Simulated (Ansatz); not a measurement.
# GePH₂+ (triplet): correlated methods under varied settings

What do other methods and options give for GePH₂+ (triplet) at this geometry, and how long do they take?

The runs use Ansatz 0.2.0, Gaussian basis; the settings change from run to run.

19 further runs of the same task are left out: 8 that didn't finish, 11 set aside as unsound or not needed.

### Step 1. What is computed

The geometry is a PBE0/def2-TZVP stationary point (not a proven minimum) of the parent state, kept for this charge and spin. No spin-orbit coupling is included. The filled d shell of Ge may be among the frozen orbitals whatever the setting's name suggests; the logs give the count.

4 atoms, charge 1, spin multiplicity 3.

Atoms are counted from 1 here; the program's logs count them from 0.

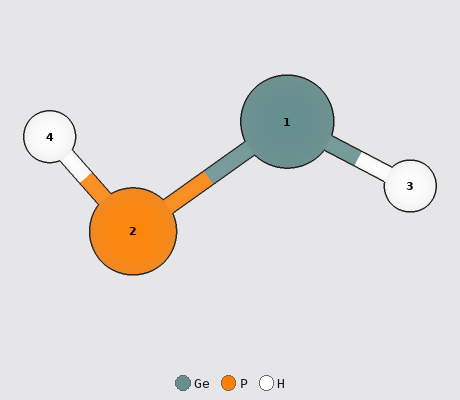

The geometry (germanium teal, phosphorus orange, hydrogen white); atoms are numbered from 1 in the order of the file.

### Step 2. BCCD(T)/cc-pVDZ

The input, in.yaml:

```yaml
crystal:
  periodic: [false, false, false]
  atoms:
    - {symbol: Ge, position_ang: [0.000000, -0.056222, 0.638924]}
    - {symbol: P, position_ang: [0.000000, 0.131641, -1.488929]}
    - {symbol: H, position_ang: [0.000000, 1.272055, 1.463066]}
    - {symbol: H, position_ang: [0.000000, -1.265559, -1.754446]}
basis:
  gaussian: {orbitals: cc-pVDZ}
total_charge: 1
magnetization: {spin_polarized: true, initial_magnetization: 2}
hamiltonian: {xc: {name: r2SCAN}}
correlation: {method: bccd_t, electrons: valence, diis_vectors: 1}
```

The run is started by

```
> ansatz run in.yaml --threads 1 --pin off --events-out ev --progress --plain --max-ram 2393MiB
```

Log (excerpt; [...] marks lines left out):

```text
Functional definition: r2SCAN
  name "r2SCAN"
  cite "Furness, Kaplan, Ning, Perdew & Sun, J. Phys. Chem. Lett. 11, 8208 (2020) doi:10.1021/acs.jpclett.0c02405"
  cite "Furness, Kaplan, Ning, Perdew & Sun, J. Phys. Chem. Lett. 11, 9248 (2020) doi:10.1021/acs.jpclett.0c03077"
  parent r2scan
[...]
609 factors; integrals over basis functions are off by at most 1.2e-3 eV
[...]
mean field -65827.20860289 eV, -2419.1052968717 hartree, gradient 3.0e-6 eV, S^2 2.007546; 2 other end points of the search recorded, 0 dependent functions left out
14 core orbitals not correlated: weight in the atoms' cores, before any rotation towards them, 1.000 or more for the frozen orbitals, at most 0.000 for the correlated occupied ones
reference -65766.74784687 eV, -2416.8834050699 hartree; 11, 9 occupied and 30, 32 virtual orbitals, 609 factors
second order -5.14874743 eV of doubles, -0.42702441 eV of singles
cycle   1  -5.96380158 eV  change   -4.0e-1 eV  update   7.0e-2
[...]
cycle  16  -6.22537048 eV  change   -9.2e-6 eV  update   1.9e-5
perturbative correction -0.21905550 eV, -0.0080501411 hartree
Total energy: -65773.19227285 eV, -2417.1202333563 hartree
```

Wall time 3.8 s (1 thread of Intel Xeon 6975P-C, shared host).

From the report: ⟨S²⟩ of the determinant 2.008 (pure triplet: 2.00); correlation -6.4444 eV; largest double amplitude 0.07.

### Step 3. BCCD on ROHF/cc-pVDZ

in.yaml: that of step 2 with these lines changed.

```diff
@@ -10,4 +10,4 @@
 total_charge: 1
-magnetization: {spin_polarized: true, initial_magnetization: 2}
-hamiltonian: {xc: {name: r2SCAN}}
-correlation: {method: bccd_t, electrons: valence, diis_vectors: 1}
+magnetization: {spin_polarized: false, initial_magnetization: 2}
+correlation: {method: bccd, electrons: outside_noble_gas}
+output: {forces: true}
```

Same command.

Log (excerpt; [...] marks lines left out):

```text
Functional definition: HF
  name "HF"
  cite "Fock, Z. Phys. 61, 126 (1930) doi:10.1007/BF01340294"
  parent pbe
[...]
609 factors; integrals over basis functions are off by at most 1.2e-3 eV
[...]
mean field -65767.21361692 eV, -2416.9005218034 hartree, gradient 1.7e-6 eV, S^2 2.000000; 4 other end points of the search recorded, 0 dependent functions left out
[...]
determinant -65767.21361692 eV, -2416.9005218034 hartree, with singles and doubles -65772.54015062 eV, -2417.0962683063 hartree
determinant -65765.32218951 eV, -2416.8310131279 hartree, with singles and doubles -65770.78154869 eV, -2417.0316408775 hartree
determinant -65764.79322139 eV, -2416.8115739082 hartree, with singles and doubles -65770.40699965 eV, -2417.0178764542 hartree
19 core orbitals not correlated: weight in the atoms' cores, before any rotation towards them, 0.999 or more for the frozen orbitals, at most 0.000 for the correlated occupied ones
reference -65767.21361692 eV, -2416.9005218034 hartree; 6, 4 occupied and 30, 32 virtual orbitals, 609 factors
second order -4.28265960 eV of doubles, -0.07604999 eV of singles
cycle   1  -5.32590400 eV  change    6.3e-4 eV  update   1.2e-2
[...]
cycle  13  -5.32344242 eV  change   -8.5e-8 eV  update   3.9e-7
[...]
Total energy: -65772.53705935 eV, -2417.0961547041 hartree
Atom 0 at     0.000000    -0.056222     0.638924 Å, force    -0.000000    -0.175873     3.284144 eV/Å
Atom 1 at     0.000000     0.131641    -1.488929 Å, force    -0.000000     0.451999    -3.108511 eV/Å
Atom 2 at     0.000000     1.272055     1.463066 Å, force     0.000000    -0.094054    -0.091409 eV/Å
Atom 3 at     0.000000    -1.265559    -1.754446 Å, force     0.000000    -0.182072    -0.084224 eV/Å
Dipole moment:     0.000000    -0.092517    -0.079432 e Å
```

Wall time 4 s (1 thread of Intel Xeon 6975P-C, shared host).

From the report: correlation -5.3234 eV; largest double amplitude 0.07.

### Step 4. BCCD(T) on ROHF/cc-pVDZ

in.yaml: that of step 3 with these lines changed.

```diff
@@ -8,6 +8,6 @@
 basis:
-  gaussian: {orbitals: cc-pVDZ}
+  gaussian: {orbitals: cc-pVDZ, fitting: {mean_field: def2-universal-jkfit}}
 total_charge: 1
 magnetization: {spin_polarized: false, initial_magnetization: 2}
-correlation: {method: bccd, electrons: outside_noble_gas}
-output: {forces: true}
+correlation: {method: bccd_t, electrons: outside_noble_gas}
+accuracy: high
```

Same command.

Log (excerpt; [...] marks lines left out):

```text
Functional definition: HF
  name "HF"
  cite "Fock, Z. Phys. 61, 126 (1930) doi:10.1007/BF01340294"
  parent pbe
[...]
430 factors; integrals over basis functions are off by at most 3.9e-1 eV
[...]
mean field -65767.21216327 eV, -2416.9004683827 hartree, gradient 2.1e-8 eV, S^2 2.000000; 4 other end points of the search recorded, 0 dependent functions left out
determinant -65767.21216327 eV, -2416.9004683827 hartree, with singles and doubles -65772.53742708 eV, -2417.0961682183 hartree
determinant -65765.32092267 eV, -2416.8309665727 hartree, with singles and doubles -65770.77897019 eV, -2417.0315461195 hartree
determinant -65764.79156508 eV, -2416.8115130399 hartree, with singles and doubles -65770.40426296 eV, -2417.0177758827 hartree
19 core orbitals not correlated: weight in the atoms' cores, before any rotation towards them, 0.999 or more for the frozen orbitals, at most 0.000 for the correlated occupied ones
reference -65767.21216327 eV, -2416.9004683827 hartree; 6, 4 occupied and 30, 32 virtual orbitals, 430 factors
second order -4.27781508 eV of doubles, -0.07605052 eV of singles
cycle   1  -5.32464057 eV  change    6.2e-4 eV  update   1.2e-2
[...]
cycle  23  -5.32217106 eV  change  -5.7e-12 eV  update  7.4e-10
perturbative correction -0.18703499 eV, -0.0068734092 hartree
Total energy: -65772.72136933 eV, -2417.1029279710 hartree
```

It took 2.1 s on 1 thread of Intel Xeon 6975P-C, shared host.

From the report: correlation -5.5092 eV; largest double amplitude 0.07.

### Step 5. BCCD on ROHF/cc-pVDZ

in.yaml: that of step 4 with these lines changed.

```diff
@@ -8,6 +8,5 @@
 basis:
-  gaussian: {orbitals: cc-pVDZ, fitting: {mean_field: def2-universal-jkfit}}
+  gaussian: {orbitals: cc-pVDZ}
 total_charge: 1
 magnetization: {spin_polarized: false, initial_magnetization: 2}
-correlation: {method: bccd_t, electrons: outside_noble_gas}
-accuracy: high
+correlation: {method: bccd, electrons: outside_noble_gas}
```

Launched as before.

Log (excerpt; [...] marks lines left out):

```text
Functional definition: HF
  name "HF"
  cite "Fock, Z. Phys. 61, 126 (1930) doi:10.1007/BF01340294"
  parent pbe
[...]
609 factors; integrals over basis functions are off by at most 1.2e-3 eV
[...]
mean field -65767.21361692 eV, -2416.9005218034 hartree, gradient 1.7e-6 eV, S^2 2.000000; 4 other end points of the search recorded, 0 dependent functions left out
[...]
determinant -65767.21361692 eV, -2416.9005218034 hartree, with singles and doubles -65772.54015062 eV, -2417.0962683063 hartree
determinant -65765.32218951 eV, -2416.8310131279 hartree, with singles and doubles -65770.78154869 eV, -2417.0316408775 hartree
determinant -65764.79322139 eV, -2416.8115739082 hartree, with singles and doubles -65770.40699965 eV, -2417.0178764542 hartree
19 core orbitals not correlated: weight in the atoms' cores, before any rotation towards them, 0.999 or more for the frozen orbitals, at most 0.000 for the correlated occupied ones
reference -65767.21361692 eV, -2416.9005218034 hartree; 6, 4 occupied and 30, 32 virtual orbitals, 609 factors
second order -4.28265960 eV of doubles, -0.07604999 eV of singles
cycle   1  -5.32590399 eV  change    6.3e-4 eV  update   1.2e-2
[...]
cycle  10  -5.32344192 eV  change    5.5e-7 eV  update   6.3e-6
Total energy: -65772.53705884 eV, -2417.0961546855 hartree
```

It took 2.4 s on 1 thread of Intel Xeon 6975P-C, shared host.

From the report: correlation -5.3234 eV; largest double amplitude 0.07.

### Step 6. CCSD/def2-SVPD

in.yaml: that of step 5 with these lines changed.

```diff
@@ -8,5 +8,7 @@
 basis:
-  gaussian: {orbitals: cc-pVDZ}
+  gaussian: {orbitals: def2-SVPD}
 total_charge: 1
 magnetization: {spin_polarized: false, initial_magnetization: 2}
-correlation: {method: bccd, electrons: outside_noble_gas}
+hamiltonian: {xc: {name: r2SCAN}}
+correlation: {method: ccsd, electrons: outside_noble_gas}
+scf: {lower_state_search: full}
```

Same command.

Log (excerpt; [...] marks lines left out):

```text
Functional definition: r2SCAN
  name "r2SCAN"
  cite "Furness, Kaplan, Ning, Perdew & Sun, J. Phys. Chem. Lett. 11, 8208 (2020) doi:10.1021/acs.jpclett.0c02405"
  cite "Furness, Kaplan, Ning, Perdew & Sun, J. Phys. Chem. Lett. 11, 9248 (2020) doi:10.1021/acs.jpclett.0c03077"
  parent r2scan
[...]
744 factors; integrals over basis functions are off by at most 1.2e-3 eV
[...]
mean field -65818.24341190 eV, -2418.7758321794 hartree, gradient 3.7e-6 eV, S^2 2.000000; 7 other end points of the search recorded, 0 dependent functions left out
19 core orbitals not correlated: weight in the atoms' cores, before any rotation towards them, 0.999 or more for the frozen orbitals, at most 0.000 for the correlated occupied ones
reference -65757.41322646 eV, -2416.5403640967 hartree; 6, 4 occupied and 53, 55 virtual orbitals, 744 factors
second order -4.80723566 eV of doubles, -0.33843679 eV of singles
cycle   1  -5.63974728 eV  change   -5.0e-1 eV  update   6.7e-2
[...]
cycle  11  -5.88279682 eV  change   -3.6e-6 eV  update   1.0e-5
Total energy: -65763.29602328 eV, -2416.7565528924 hartree
```

Wall time 11 s (1 thread of Intel Xeon 6975P-C, shared host).

From the report: correlation -5.8828 eV; T1 0.024; largest double amplitude 0.07. The orbitals are Kohn-Sham ones, so correlation energy and T1 don't compare with those on Hartree-Fock orbitals.

### Step 7. The runs in one table

Where basis and cores are those of an earlier UCCSDT(Q)/cc-pVDZ run (-65772.7783 eV), and the state is the same kind, the miss against it is given.

```
                               level         correlated  functions  energy (eV)  from UCCSDT(Q) (meV)   time
BCCD(T)/cc-pVDZ (on r2SCAN orbitals)            valence         55  -65773.1923                        3.8 s
                BCCD on ROHF/cc-pVDZ  outside noble gas         55  -65772.5371                 241.2    4 s
             BCCD(T) on ROHF/cc-pVDZ  outside noble gas         55  -65772.7214                  56.9  2.1 s
                BCCD on ROHF/cc-pVDZ  outside noble gas         55  -65772.5371                 241.2  2.4 s
 CCSD/def2-SVPD (on r2SCAN orbitals)  outside noble gas         78  -65763.2960                         11 s
```

### Step 8. Summary of results

| quantity | value |
| --- | --- |
| runs | 5 |
| quickest | BCCD(T) on ROHF/cc-pVDZ, 2.1 s |
| slowest | CCSD/def2-SVPD (on r2SCAN orbitals), 11 s |

**Reading.** Total energies in different bases, with other cores or another treatment of relativity can't be set against each other. CCSD/def2-SVPD (on r2SCAN orbitals) took 5 times as long as BCCD(T) on ROHF/cc-pVDZ; the jobs differ in more than the method. Among the correlated runs with a miss given, it spans +57 to +241 meV.
